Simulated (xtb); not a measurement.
## Geometry relaxation of CH3F2OTa (part 3 of 3)

CH3F2OTa; GFN1-xTB (xtb 6.7.1 later snapshot). The geometry comes from this level: GFN2-xTB.

Geometry of the input (Å):
```
C  -0.9213  -0.0702  0.5909
Ta 1.0148  0.0703  -0.6367
O  2.0306  -0.7198  0.4734
F  0.4618  -0.9303  -2.0855
F  1.1420  1.9109  -0.6861
H  -1.6671  -0.6230  0.0171
H  -0.7672  -0.5752  1.5429
H  -1.2936  0.9373  0.7841
```

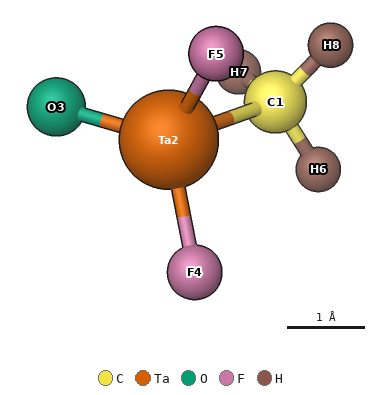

*The geometry at step 3 of the log (ball-and-stick view, seen at a tilt; atoms are numbered from 1 in the order of the input).*

**What the program printed, continued**
```
  Mulliken/CM5 charges         n(s)   n(p)   n(d)
     1     -0.33030 -0.53476   0.997  3.333  0.000
     2      1.84082  2.52620   0.585  0.510  2.064
     3     -0.69473 -0.98345   1.722  4.973  0.000
     4     -0.48504 -0.65487   1.811  5.674  0.000
     5     -0.48505 -0.65487   1.811  5.674  0.000
     6      0.04895  0.09782   0.951  0.000  0.000
     7      0.05641  0.10612   0.944  0.000  0.000
     8      0.04893  0.09781   0.951  0.000  0.000

Wiberg/Mayer (AO) data.
largest (>0.10) Wiberg bond orders for each atom

 ---------------------------------------------------------------------------
     #   Z sym  total        # sym  WBO       # sym  WBO       # sym  WBO
 ---------------------------------------------------------------------------
     1   6      3.906 --     2      0.964     7      0.964     6      0.955
                             8      0.955
     2  73      4.856 --     3      2.027     1      0.964     4      0.872
                             5      0.872
     3   8      2.154 --     2      2.027
     4   9      0.951 --     2      0.872
     5   9      0.951 --     2      0.872
     6   1      1.003 --     1      0.955
     7   1      1.002 --     1      0.964
     8   1      1.003 --     1      0.955
 ---------------------------------------------------------------------------

Topologies differ in total number of bonds
Writing topology from bond orders to xtbtopo.mol

 dipole moment from electron density (au)
     X       Y       Z
  -0.9506   0.7464  -1.0529  total (Debye):    4.074

           -------------------------------------------------
          |                Geometry Summary                 |
           -------------------------------------------------

      molecular mass/u    :      249.9786450
   center of mass at/Å    :        0.8895763       0.0726047      -0.5802511
  moments of inertia/u·Å² :        0.1539182E+03   0.1654920E+03   0.1736862E+03
rotational constants/cm⁻¹ :        0.1095233E+00   0.1018637E+00   0.9705801E-01

 * 6 selected distances

     #   Z          #   Z                                           value/Å
     2  73          3   8                                         1.7056174
     2  73          4   9                                         1.7800331
     2  73          5   9                                         1.7800344 (max)
     1   6          6   1                                         1.0924112
     1   6          7   1                                         1.0887055 (min)
     1   6          8   1                                         1.0924149

 * 3 distinct bonds (by element types)

   Z      Z             #   av. dist./Å        max./Å        min./Å
   1 H    6 C           3     1.0911772     1.0924149     1.0887055
   8 O   73 Ta          1     1.7056174     1.7056174     1.7056174
Molecule has the following symmetry elements: (sigma)
It seems to be the Cs point group
   9 F   73 Ta          2     1.7800338     1.7800344     1.7800331

           -------------------------------------------------
          |               Frequency Printout                |
           -------------------------------------------------
 projected vibrational frequencies (cm⁻¹)
eigval :       -0.00     0.00     0.00     0.00     0.00     0.00
eigval :     -100.29   123.71   140.57   145.86   173.04   189.61
eigval :      441.28   516.84   522.44   566.71   607.38   961.17
eigval :     1217.43  1442.35  1448.00  2995.58  3035.10  3068.65
 reduced masses (amu)
    1:     16.57    2:     24.82    3:     15.50    4:     44.22    5:      5.51    6:      6.03
    7:      1.03    8:     17.50    9:      4.48   10:      9.88   11:     17.75   12:      6.01
   13:      3.68   14:     16.55   15:      2.61   16:      1.94   17:      1.23   18:     17.05
   19:      1.22   20:      1.07   21:      1.07   22:      1.04   23:      1.10   24:      1.09
 IR intensities (km·mol⁻¹)
    1:      1.97    2:      1.43    3:      0.95    4:      0.14    5:      0.24    6:      4.06
    7:      0.05    8:     36.24    9:      1.22   10:     47.28   11:     78.22   12:     59.80
   13:     26.64   14:     25.48   15:      3.56   16:    154.55   17:     68.07   18:     59.98
   19:      1.32   20:     14.70   21:     16.49   22:     13.16   23:     15.89   24:     10.16
 Raman intensities (Ä⁴*amu⁻¹)
    1:      0.00    2:      0.00    3:      0.00    4:      0.00    5:      0.00    6:      0.00
    7:      0.00    8:      0.00    9:      0.00   10:      0.00   11:      0.00   12:      0.00
   13:      0.00   14:      0.00   15:      0.00   16:      0.00   17:      0.00   18:      0.00
   19:      0.00   20:      0.00   21:      0.00   22:      0.00   23:      0.00   24:      0.00
 output can be read by thermo (or use thermo option).
 writing <g98.out> molden fake output.
 recommended (thermochemical) frequency scaling factor: 1.0
           -------------------------------------------------
          |             Thermodynamic Functions             |
           -------------------------------------------------

cs  symmetry found (for desy threshold:  0.10E+00) used in thermo

          ...................................................
          :                      SETUP                      :
          :.................................................:
          :  # frequencies                          17      :
          :  # imaginary freq.                       1      :
          :  linear?                             false      :
          :  only rotor calc.                    false      :
          :  symmetry                               cs      :
          :  rotational number                       1      :
          :  scaling factor                  1.0000000      :
          :  rotor cutoff                   50.0000000 cm⁻¹ :
          :  imag. cutoff                  -20.0000000 cm⁻¹ :
          :.................................................:

    mode    ω/cm⁻¹     T·S(HO)/kcal·mol⁻¹    T·S(FR)/kcal·mol⁻¹   T·S(vib)
   ------------------------------------------------------------------------
       1    123.71    -0.90684 ( 97.40%)    -0.78793 (  2.60%)    -0.90375
       2    140.57    -0.83367 ( 98.42%)    -0.75012 (  1.58%)    -0.83236
       3    145.86    -0.81262 ( 98.64%)    -0.73918 (  1.36%)    -0.81162
       4    173.04    -0.71622 ( 99.31%)    -0.68859 (  0.69%)    -0.71603
       5    189.61    -0.66538 ( 99.52%)    -0.66152 (  0.48%)    -0.66536
   ------------------------------------------------------------------------

   temp. (K)  partition function   enthalpy   heat capacity  entropy
                                   cal/mol     cal/K/mol   cal/K/mol   J/K/mol
 298.15  VIB   40.6                 2685.308     16.127     16.348
         ROT  0.161E+06              888.727      2.981     26.802
         INT  0.652E+07             3574.036     19.108     43.150
         TR   0.121E+27             1481.212      4.968     42.449
         TOT                        5055.2480    24.0760    85.5989   358.1459

       T/K    H(0)-H(T)+PV         H(T)/Eh          T*S/Eh         G(T)/Eh
   ------------------------------------------------------------------------
    298.15    0.805605E-02    0.481421E-01    0.406708E-01    0.747125E-02
   ------------------------------------------------------------------------

         :::::::::::::::::::::::::::::::::::::::::::::::::::::
         ::                  THERMODYNAMIC                  ::
         :::::::::::::::::::::::::::::::::::::::::::::::::::::
         :: total free energy         -20.784382897484 Eh   ::
         ::.................................................::
         :: total energy              -20.791854143912 Eh   ::
         :: zero point energy           0.040086006169 Eh   ::
         :: G(RRHO) w/o ZPVE           -0.032614759741 Eh   ::
         :: G(RRHO) contrib.            0.007471246428 Eh   ::
         :::::::::::::::::::::::::::::::::::::::::::::::::::::
imag cut-off (cm-1) :    5.00
 found            1  significant imaginary frequency
 writing imag mode distorted coords to xtbhess.xyz
 for further optimization.

optimized geometry written to: xtbopt.xyz

           -------------------------------------------------
          | TOTAL ENERGY              -20.791854143912 Eh   |
          | TOTAL ENTHALPY            -20.743712087315 Eh   |
          | TOTAL FREE ENERGY         -20.784382897484 Eh   |
          | GRADIENT NORM               0.000929094414 Eh/α |
          | HOMO-LUMO GAP               3.515265153214 eV   |
           -------------------------------------------------

------------------------------------------------------------------------
------------------------------------------------------------------------
 total:
 *  cpu-time:     0 d,  0 h,  0 min,  0.253 sec
 * ratio c/w:     1.000 speedup
 SCF:
 *  cpu-time:     0 d,  0 h,  0 min,  0.006 sec
 * ratio c/w:     1.000 speedup
 ANC optimizer:
 *  cpu-time:     0 d,  0 h,  0 min,  0.032 sec
 * ratio c/w:     1.000 speedup
 analytical hessian:
 *  cpu-time:     0 d,  0 h,  0 min,  0.210 sec
 * ratio c/w:     1.000 speedup
```

**File vibspectrum**
```
$vibrational spectrum
#  mode     symmetry     wave number   IR intensity    selection rules
#                         cm**(-1)      (km*mol⁻¹)        IR
     1                      -0.00         0.00000          -
     2                       0.00         0.00000          -
     3                       0.00         0.00000          -
     4                       0.00         0.00000          -
     5                       0.00         0.00000          -
     6                       0.00         0.00000          -
     7        a           -100.29         0.04956         YES
     8        a            123.71        36.24047         YES
     9        a            140.57         1.22301         YES
    10        a            145.86        47.28450         YES
    11        a            173.04        78.22425         YES
    12        a            189.61        59.80291         YES
    13        a            441.28        26.64029         YES
    14        a            516.84        25.47803         YES
    15        a            522.44         3.55737         YES
    16        a            566.71       154.54853         YES
    17        a            607.38        68.07008         YES
    18        a            961.17        59.97876         YES
    19        a           1217.43         1.32009         YES
    20        a           1442.35        14.69763         YES
    21        a           1448.00        16.49087         YES
    22        a           2995.58        13.15595         YES
    23        a           3035.10        15.89000         YES
    24        a           3068.65        10.16057         YES
$end
```

**File xtbopt.xyz**
```
8
 energy: -20.791854143912 gnorm: 0.000929087088 xtb: 6.7.1
C           -0.88255674929707       -0.06839660009506        0.56830418419443
Ta           0.96380911181687        0.06821718379747       -0.60745736700249
O            2.03385970300078       -0.71609801646520        0.46444362593709
F            0.45747700981876       -0.87527114332209       -2.02941903362684
F            1.10820608070804        1.84036803427292       -0.69203180709123
H           -1.64328529984952       -0.61286453115738        0.00420416438103
H           -0.76376569175609       -0.56859449340523        1.52797610415288
H           -1.27374416449413        0.93262956637459        0.76398012907258
```

**Standard error**
```
normal termination of xtb
```

**Trajectory as extended XYZ (Å, eV, eV/Å), 6 frames, from step=0 to step=5**
```
8
Properties=species:S:1:pos:R:3 step=0 energy=-565.65707
C    -0.9213   -0.0702    0.5909
Ta    1.0148    0.0703   -0.6367
O     2.0306   -0.7198    0.4734
F     0.4618   -0.9303   -2.0855
F     1.1420    1.9109   -0.6861
H    -1.6671   -0.6230    0.0171
H    -0.7672   -0.5752    1.5429
H    -1.2936    0.9373    0.7841
8
Properties=species:S:1:pos:R:3 step=1 energy=-565.73515
C    -0.8944   -0.0670    0.5713
Ta    0.9297    0.0640   -0.5824
O     2.0368   -0.7152    0.4612
F     0.4718   -0.8987   -2.0587
F     1.1348    1.8700   -0.6953
H    -1.6500   -0.6163    0.0086
H    -0.7496   -0.5705    1.5247
H    -1.2791    0.9337    0.7706
8
Properties=species:S:1:pos:R:3 step=2 energy=-565.76768
C    -0.8651   -0.0728    0.5686
Ta    0.9600    0.0720   -0.6132
O     2.0105   -0.7162    0.4761
F     0.4481   -0.8867   -2.0396
F     1.1055    1.8578   -0.6881
H    -1.6274   -0.6116    0.0025
H    -0.7724   -0.5698    1.5346
H    -1.2592    0.9274    0.7591
8
Properties=species:S:1:pos:R:3 step=3 energy=-565.77378
C    -0.8874   -0.0657    0.5651
Ta    0.9748    0.0657   -0.6076
O     2.0542   -0.7175    0.4575
F     0.4523   -0.8780   -2.0218
F     1.1030    1.8380   -0.6842
H    -1.6506   -0.6109    0.0036
H    -0.7654   -0.5663    1.5240
H    -1.2810    0.9347    0.7635
8
Properties=species:S:1:pos:R:3 step=4 energy=-565.77514
C    -0.8841   -0.0701    0.5724
Ta    0.9629    0.0690   -0.6086
O     2.0360   -0.7149    0.4610
F     0.4596   -0.8744   -2.0302
F     1.1099    1.8397   -0.6936
H    -1.6418   -0.6132    0.0025
H    -0.7706   -0.5697    1.5335
H    -1.2719    0.9336    0.7629
8
Properties=species:S:1:pos:R:3 step=5 energy=-565.77517
C    -0.8826   -0.0684    0.5683
Ta    0.9638    0.0682   -0.6075
O     2.0339   -0.7161    0.4644
F     0.4575   -0.8753   -2.0294
F     1.1082    1.8404   -0.6920
H    -1.6433   -0.6129    0.0042
H    -0.7638   -0.5686    1.5280
H    -1.2737    0.9326    0.7640
```

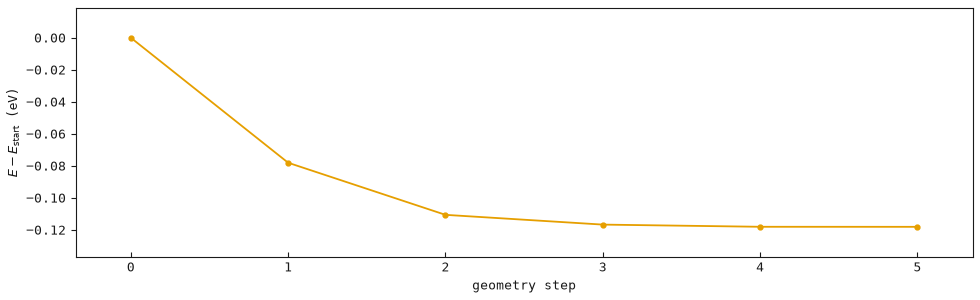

*Progress of the relaxation, step by step (steps are counted from 0).*

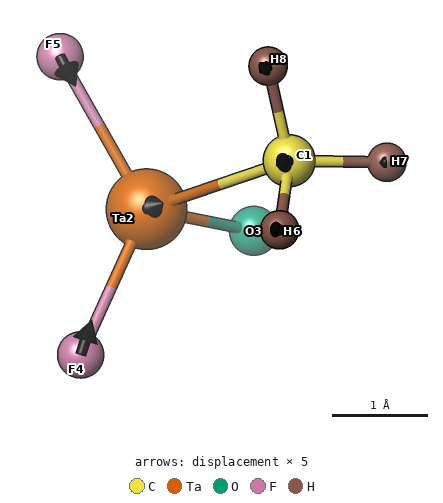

*The starting structure with the displacements as black arrows, magnified 5 times (ball-and-stick view, seen at a tilt). The two geometries are laid on each other by the best rigid fit.*

The largest moves after the best rigid fit, 0.079 Å, are those of F4 and F5. Largest moves by element: F 0.079 Å, Ta 0.059 Å, C 0.045 Å, H 0.029 Å, O 0.010 Å. Distances before and after: C1–Ta2 2.297 → 2.193 Å, Ta2–F4 1.845 → 1.780 Å, Ta2–O3 1.700 → 1.706 Å. Among the angles that change: C1–Ta2–O3 97.3° → 99.4°, Ta2–C1–H7 112.1° → 114.2°. Over 5 geometry steps the energy falls by 0.118 eV. (Atoms are counted from 1 in the order of the input.)

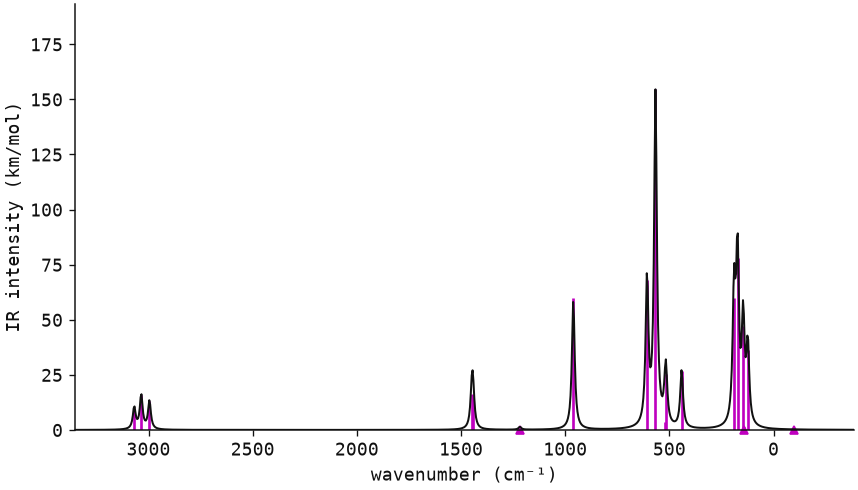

*Harmonic infrared spectrum, unscaled: sticks (degenerate modes added up, dark ones marked on the axis) with a Lorentzian envelope of 16 cm⁻¹ full width, scaled to the tallest stick; imaginary modes are drawn at negative wavenumbers.*

18 modes from 100i to 3069 cm⁻¹, 1 imaginary beyond 8i (100i cm⁻¹): a first-order saddle point, if the geometry is stationary. The strongest line is at 567 cm⁻¹ (155 km/mol).
